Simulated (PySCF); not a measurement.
# C3H8BNS: electronic excitations and core binding energies

What electronic excitations and core binding energies should C3H8BNS (`CSBN1CC1`) show?

The runs use PySCF 2.14.0, with density-fitted response routines of our own; the level of theory stands in each step. All values are computed, except where a source is named. Atoms are numbered from 0 throughout.

### 1 Starting geometry

14 atoms, charge 0, multiplicity 1; geometry from: GFN2-xTB.

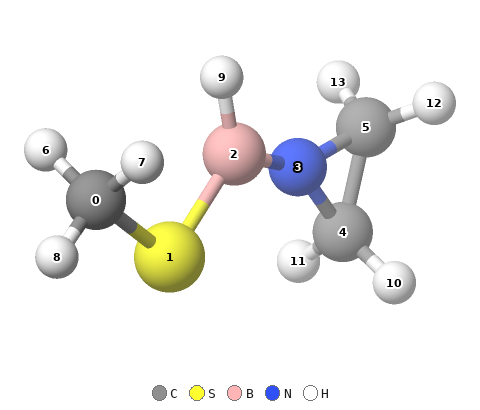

The starting geometry (carbon grey, sulfur yellow, boron pink, nitrogen blue, hydrogen white), atoms numbered.

### 2 Ultraviolet spectrum: CAM-B3LYP/def2-SVPD

Job settings and geometry (Å):

```
{"job": {"kind": "uv", "xc": "CAM-B3LYP", "basis": "def2-SVPD", "nstates": 8, "ntriplets": 3}, "charge": 0, "multiplicity": 1}
C      3.043073     0.160557     0.399827
S      1.437474     1.022530     0.268344
B      0.286998    -0.368780     0.380525
N     -1.055913    -0.129858     0.301572
C     -2.104036     0.818593     0.161879
C     -2.383861    -0.631856     0.320140
H      3.173695    -0.495455    -0.455495
H      3.077067    -0.408308     1.323678
H      3.813296     0.924724     0.404208
H      0.695107    -1.456261     0.521461
H     -2.281044     1.487109     0.996498
H     -2.227805     1.278523    -0.811664
H     -2.763989    -0.997474     1.267545
H     -2.710739    -1.204516    -0.540634
```

With the program's defaults for keys left out, this is: TDDFT CAM-B3LYP/def2-SVPD, vertical, gas phase, core orbitals frozen in the response.

Launch:

```
> OMP_NUM_THREADS=1 python probes_run.py task.json out
```

The driver reads the jobs from task.json and runs them one after another.

Standard output:

```text
coarse grid: 11992 points
cycle   1  E = -596.4783655559  dE =  8.895e-01  |g| = 2.851e-01  |ddm| = 6.181e+00
cycle   2  E = -596.4924752366  dE = -1.411e-02  |g| = 2.360e-01  |ddm| = 1.073e+00
cycle   3  E = -596.5042500837  dE = -1.177e-02  |g| = 6.441e-02  |ddm| = 4.435e-01
cycle   4  E = -596.5050594176  dE = -8.093e-04  |g| = 2.071e-02  |ddm| = 1.221e-01
cycle   5  E = -596.5051697050  dE = -1.103e-04  |g| = 4.431e-03  |ddm| = 3.861e-02
cycle   6  E = -596.5051750714  dE = -5.366e-06  |g| = 1.072e-03  |ddm| = 1.131e-02
final grid: 110552 points
cycle   7  E = -596.5775155688  dE = -3.288e-05  |g| = 2.553e-03  |ddm| = 7.632e-02
cycle   8  E = -596.5775157467  dE = -1.779e-07  |g| = 2.600e-03  |ddm| = 9.860e-03
cycle   9  E = -596.5775172679  dE = -1.521e-06  |g| = 3.165e-04  |ddm| = 3.186e-03
cycle  10  E = -596.5775172846  dE = -1.676e-08  |g| = 1.906e-04  |ddm| = 8.697e-04
cycle  11  E = -596.5775172927  dE = -8.047e-09  |g| = 3.050e-05  |ddm| = 3.057e-04
cycle  12  E = -596.5775172930  dE = -2.884e-10  |g| = 7.091e-06  |ddm| = 7.682e-05
converged SCF energy = -596.5775172930

Static polarisability (au): isotropic 80.615, principal 60.311 73.618 107.916

Singlet excitations
state   eV       nm        f      main configurations
  1   5.9477    208.5   0.19226   H->L+1 0.71, H->L+2 0.15
  2   5.9725    207.6   0.06903   H->L+2 0.55, H->L+1 0.21, H->L+4 0.09
  3   6.1949    200.1   0.04268   H->L 0.82, H->L+3 0.10
  4   6.7636    183.3   0.00219   H->L+3 0.79, H->L 0.09
  5   7.0195    176.6   0.00377   H-1->L+1 0.82
  6   7.1309    173.9   0.00350   H->L+4 0.53, H->L+2 0.19
  7   7.3267    169.2   0.03229   H->L+5 0.90
  8   7.5389    164.5   0.00108   H->L+6 0.61, H->L+7 0.16

Triplet excitations (Tamm-Dancoff, eV): 4.9680 5.5410 6.0807
```

It took 76 s on 1 thread of Intel Xeon at 2.50GHz, shared host; peak memory 0.85 GiB.

The orbitals next to the gap, with their largest atomic shares:

```csv
orbital,eV,atoms
HOMO−3,-11.04,"C5 28 %, C4 26 %, N3 14 %"
HOMO−2,-9.73,"N3 40 %, B2 18 %, S1 15 %"
HOMO−1,-9.41,"S1 52 %, B2 19 %, H9 9 %"
HOMO,-7.71,"S1 56 %, N3 17 %, C0 8 %"
LUMO,1.19,"B2 40 %, C5 10 %, S1 10 %"
LUMO+1,1.27,"B2 31 %, S1 24 %, N3 12 %"
LUMO+2,1.48,"S1 48 %, C0 11 %, H8 7 %"
```

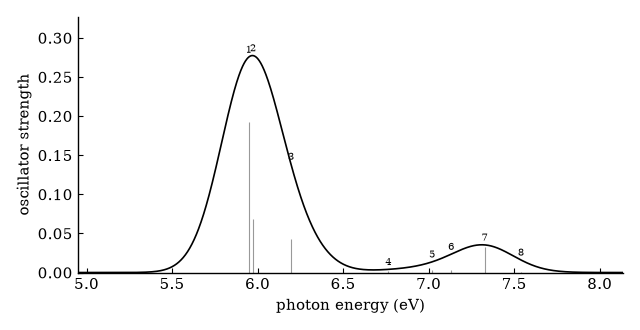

Absorption spectrum from the 8 singlet states computed; above the last one it falls off for lack of states. Lines are broadened to a width of 0.40 eV (Gaussian).

Further results of this job:

```csv
property,computed
dipole moment (D),1.53
polarisability (Å³),11.95
HOMO–LUMO gap (eV),8.90
−ε(HOMO) (eV),7.71
```

### 3 X-ray photoelectron lines: SCAN, X2C

Same as in step 2 but for these lines:

```diff
@@ -1,2 +1,2 @@
-{"job": {"kind": "uv", "xc": "CAM-B3LYP", "basis": "def2-SVPD", "nstates": 8, "ntriplets": 3}, "charge": 0, "multiplicity": 1}
+{"job": {"kind": "xps"}, "charge": 0, "multiplicity": 1}
 C      3.043073     0.160557     0.399827
```

Level: delta-SCF UKS SCAN, pcX-2 on the ionised atom, pcseg-1 elsewhere, spin-free X2C.

Standard output:

```text
ground state, core basis on atom 0 (C), 159 functions
  cycle   1  E = -597.82056901  |g| = 3.86e-01
  cycle   2  E = -597.80766791  |g| = 4.62e-01
  cycle   3  E = -597.86165265  |g| = 1.06e-01
  cycle   4  E = -597.86392140  |g| = 3.89e-02
  cycle   5  E = -597.86426990  |g| = 1.07e-02
  cycle   6  E = -597.86429654  |g| = 4.32e-03
  cycle   7  E = -597.86430388  |g| = 7.03e-04
  cycle   8  E = -597.86430356  |g| = 3.10e-04
  E(ground) = -597.88998005 Eh
hole in C 1s of atom 0
  cycle   1  E = -586.60017344  |g| = 1.50e+00
  cycle   2  E = -584.48845740  |g| = 2.22e+00
  cycle   3  E = -586.55975448  |g| = 1.03e+00
  cycle   4  E = -587.11522451  |g| = 3.46e-01
  cycle   5  E = -587.16332737  |g| = 1.36e-01
  cycle   6  E = -587.17059906  |g| = 4.32e-02
  cycle   7  E = -587.17148526  |g| = 8.15e-03
  cycle   8  E = -587.17152540  |g| = 3.39e-03
  cycle   9  E = -587.17153471  |g| = 1.63e-03
  cycle  10  E = -587.17153829  |g| = 1.10e-03
  cycle  11  E = -587.17153772  |g| = 3.57e-04
  E(ion) = -587.19804283 Eh   <S^2> = 0.7730   hole on atom = 1.000   binding energy = 290.942 eV
ground state, core basis on atom 1 (S), 170 functions
  cycle   1  E = -598.01175413  |g| = 4.05e-01
  cycle   2  E = -598.01147031  |g| = 5.04e-02
  cycle   3  E = -598.01051830  |g| = 7.64e-02
  cycle   4  E = -598.01216836  |g| = 5.82e-03
  cycle   5  E = -598.01216768  |g| = 3.86e-03
  cycle   6  E = -598.01217083  |g| = 4.30e-04
  E(ground) = -598.02378136 Eh
hole in S 1s of atom 1
  cycle   1  E = -505.79990180  |g| = 5.08e+00
  cycle   2  E = -505.99993653  |g| = 2.23e+00
  cycle   3  E = -506.37288698  |g| = 1.11e+00
  cycle   4  E = -506.92737441  |g| = 4.35e-01
  cycle   5  E = -506.99470402  |g| = 2.44e-01
  cycle   6  E = -507.02030493  |g| = 5.41e-02
  cycle   7  E = -507.02136021  |g| = 2.30e-02
  cycle   8  E = -507.02162595  |g| = 5.28e-03
  cycle   9  E = -507.02163618  |g| = 2.75e-03
  cycle  10  E = -507.02164026  |g| = 3.25e-04
  E(ion) = -507.02474279 Eh   <S^2> = 0.7515   hole on atom = 1.000   binding energy = 2476.210 eV
hole in S 2p of atom 1
  cycle   1  E = -591.35238960  |g| = 1.52e+00
  cycle   2  E = -591.18666878  |g| = 1.34e+00
  cycle   3  E = -591.71206442  |g| = 4.08e-01
  cycle   4  E = -591.77849888  |g| = 2.13e-01
  cycle   5  E = -591.79646803  |g| = 8.24e-02
  cycle   6  E = -591.79941598  |g| = 2.90e-02
  cycle   7  E = -591.79980915  |g| = 8.28e-03
  cycle   8  E = -591.79984298  |g| = 2.74e-03
  cycle   9  E = -591.79984674  |g| = 1.27e-03
  cycle  10  E = -591.79984843  |g| = 4.89e-04
  E(ion) = -591.81728897 Eh   <S^2> = 0.7548   hole on atom = 1.001   binding energy = 168.887 eV
  2p3/2 = 168.329 eV   2p1/2 = 169.568 eV
ground state, core basis on atom 2 (B), 159 functions
  cycle   1  E = -597.85795512  |g| = 5.49e-02
  cycle   2  E = -597.85756513  |g| = 4.90e-02
  cycle   3  E = -597.85814066  |g| = 2.09e-02
  cycle   4  E = -597.85825750  |g| = 4.85e-03
  cycle   5  E = -597.85826231  |g| = 1.41e-03
  cycle   6  E = -597.85826331  |g| = 2.91e-04
  E(ground) = -597.88534235 Eh
hole in B 1s of atom 2
  cycle   1  E = -590.25471082  |g| = 1.18e+00
  cycle   2  E = -588.84733536  |g| = 1.89e+00
  cycle   3  E = -590.49248144  |g| = 5.47e-01
  cycle   4  E = -590.54805928  |g| = 4.93e-01
  cycle   5  E = -590.67660915  |g| = 1.06e-01
  cycle   6  E = -590.68176478  |g| = 3.52e-02
  cycle   7  E = -590.68258400  |g| = 9.30e-03
  cycle   8  E = -590.68270894  |g| = 7.57e-03
  cycle   9  E = -590.68279356  |g| = 4.47e-03
  cycle  10  E = -590.68284180  |g| = 2.11e-03
  cycle  11  E = -590.68284698  |g| = 1.14e-03
  cycle  12  E = -590.68284814  |g| = 5.37e-04
  cycle  13  E = -590.68284814  |g| = 2.08e-04
  E(ion) = -590.71043350 Eh   <S^2> = 0.8207   hole on atom = 1.000   binding energy = 195.239 eV
ground state, core basis on atom 3 (N), 159 functions
  cycle   1  E = -597.87832862  |g| = 7.30e-02
  cycle   2  E = -597.87827164  |g| = 2.17e-02
  cycle   3  E = -597.87818256  |g| = 2.77e-02
  cycle   4  E = -597.87839625  |g| = 1.93e-03
  cycle   5  E = -597.87839826  |g| = 7.46e-04
  cycle   6  E = -597.87839662  |g| = 1.46e-04
  E(ground) = -597.90254349 Eh
hole in N 1s of atom 3
  cycle   1  E = -582.28246065  |g| = 1.88e+00
  cycle   2  E = -581.05554627  |g| = 2.37e+00
  cycle   3  E = -582.82845535  |g| = 5.69e-01
  cycle   4  E = -582.86589167  |g| = 4.49e-01
  cycle   5  E = -582.99736851  |g| = 9.46e-02
  cycle   6  E = -583.00217275  |g| = 2.52e-02
  cycle   7  E = -583.00247146  |g| = 1.20e-02
  cycle   8  E = -583.00254865  |g| = 2.75e-03
  cycle   9  E = -583.00255500  |g| = 1.45e-03
  cycle  10  E = -583.00255423  |g| = 4.82e-04
  E(ion) = -583.02541389 Eh   <S^2> = 0.7674   hole on atom = 1.000   binding energy = 404.827 eV
ground state, core basis on atom 4 (C), 159 functions
  cycle   1  E = -597.86626537  |g| = 5.62e-02
  cycle   2  E = -597.86625959  |g| = 1.16e-02
  cycle   3  E = -597.86622887  |g| = 1.58e-02
  cycle   4  E = -597.86628941  |g| = 1.39e-03
  cycle   5  E = -597.86629059  |g| = 6.11e-04
  cycle   6  E = -597.86629073  |g| = 8.29e-05
  E(ground) = -597.89222648 Eh
hole in C 1s of atom 4
  cycle   1  E = -586.57962011  |g| = 1.51e+00
  cycle   2  E = -583.98675675  |g| = 2.43e+00
  cycle   3  E = -586.66612092  |g| = 9.14e-01
  cycle   4  E = -587.07038369  |g| = 4.29e-01
  cycle   5  E = -587.13628074  |g| = 1.51e-01
  cycle   6  E = -587.14472256  |g| = 5.21e-02
  cycle   7  E = -587.14614845  |g| = 1.31e-02
  cycle   8  E = -587.14623188  |g| = 6.37e-03
  cycle   9  E = -587.14625668  |g| = 2.29e-03
  cycle  10  E = -587.14625997  |g| = 1.49e-03
  cycle  11  E = -587.14626245  |g| = 5.33e-04
  cycle  12  E = -587.14626345  |g| = 1.76e-04
  E(ion) = -587.17042723 Eh   <S^2> = 0.7719   hole on atom = 1.000   binding energy = 291.755 eV
```

Wall time 3.8 min (1 thread of Intel Xeon at 2.50GHz, shared host); peak memory 0.66 GiB.

The holes in one table. −ε is the ground-state orbital energy:

```csv
hole,stands for,environment,ΔSCF (eV; 2p as the shell's mean),−ε (eV),⟨S²⟩
C1s on C0,C0,methyl carbon bonded to S,290.94,274.2,0.773
S1s on S1,S1,"sulfur bonded to C, B",2476.21,2414.2,0.751
S2p on S1,S1,"sulfur bonded to C, B",168.74,157.4,0.755
B1s on B2,B2,"boron bonded to N, S, H",195.24,180.0,0.821
N1s on N3,N3,"nitrogen bonded to 2 C, B, in a 3-membered ring",404.83,386.2,0.767
C1s on C4,"C4, C5",aziridine ring carbon,291.76,274.8,0.772
```

Each hole run stands for the others of its class of like atoms.

With the spin-orbit splitting: S1 2p3/2 168.33, 2p1/2 169.57 eV. The table gives each 2p level as the mean over the whole 2p shell (two parts 2p3/2, one part 2p1/2), which differs a little from the single hole in the log.

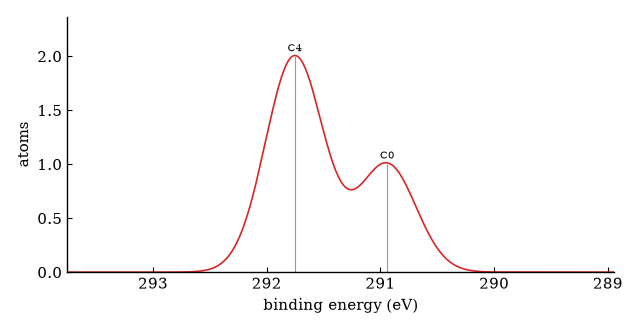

The C1s photoelectron lines, weighted by the number of atoms. Lines are broadened to a width of 0.60 eV (Gaussian).

### 4 Results

```
                            quantity                        value
lowest singlet (CAM-B3LYP/def2-SVPD)  5.95 eV (208 nm), f = 0.192
                      lowest triplet                      4.97 eV
    C1s binding energies, SCAN/pcX-2      C4 291.76, C0 290.94 eV
    S1s binding energies, SCAN/pcX-2                S1 2476.21 eV
    S2p binding energies, SCAN/pcX-2                 S1 168.74 eV
    B1s binding energies, SCAN/pcX-2                 B2 195.24 eV
    N1s binding energies, SCAN/pcX-2                 N3 404.83 eV
```

**Reading.** The lowest singlet, at 5.95 eV, is HOMO→LUMO+1 0.71, HOMO→LUMO+2 0.15 and is bright; of the 8 states computed, the strongest absorption comes from states 1 to 2 together at 5.95 eV. The lowest triplet lies 0.98 eV below the lowest singlet (triplets in Tamm-Dancoff, singlets in full TDDFT). C4 (aziridine ring carbon) binds its C1s electron 0.81 eV more tightly than C0 (methyl carbon bonded to S).
